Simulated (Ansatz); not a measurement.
```
Zr Nb Mo Hf Ta
1.0
     4.16232    2.40404   -0.02534
    -0.51191    5.64792    4.80183
     4.66130   -3.31511    4.85359
Zr Nb Mo Hf Ta
5 2 2 2 1
Direct
  0.12678 0.62396 0.62381
  0.13156 0.94086 0.29720
  0.87044 0.39520 0.38194
  0.85570 0.05539 0.73190
  0.40691 0.15679 0.54161
  0.86724 0.71897 0.04226
  0.39946 0.55137 0.15972
  0.61740 0.46774 0.80058
  0.62895 0.78400 0.46091
  0.12201 0.30534 0.94653
  0.60733 0.14409 0.13458
  0.38601 0.85088 0.86794
```

Space group P1; a generated structure, not necessarily the stable one; computed without spin polarisation.

All numbers below come from DFT r2SCAN, scalar-relativistic, plane waves, PAW in Ansatz.

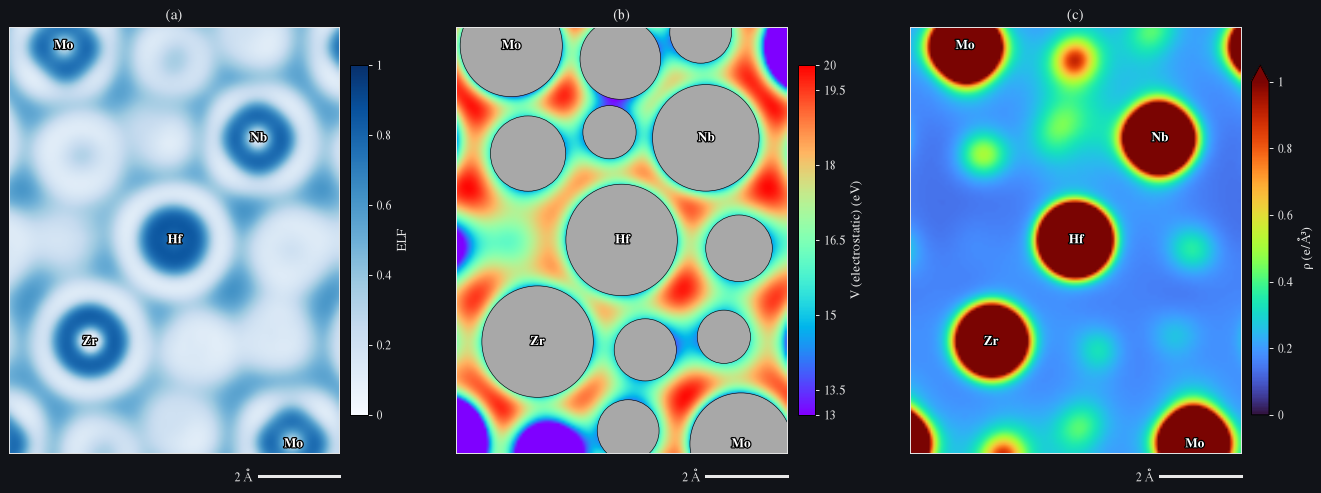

Hf$_{2}$Zr$_{5}$TaNb$_{2}$Mo$_{2}$. (a) electron localisation function; (b) electrostatic potential (local pseudopotential plus Hartree) felt by an electron; (c) valence pseudo-density on the (11̄0) plane of the conventional cell. Grey discs cover the atomic cores in the potential map.

In a PAW calculation such maps are meaningful between the atoms, not at the nuclei.

What do the fields say about this system?

- Atoms in the plane: Zr, Nb, Mo and Hf.
- Atoms just off the plane (Ta, 0.9 Å away) can leave unmarked features too.
- Between the atoms the lowest density in this plane is 0.14 e/Å³.
- The features right at Zr, Nb, Mo and Hf lie inside the PAW spheres, where the map follows smoothed inner orbitals and isn't to be read closely.
- Outside the cores the potential energy rises away from the atoms and is highest about 2.0 Å from the nearest atoms; its zero is arbitrary.
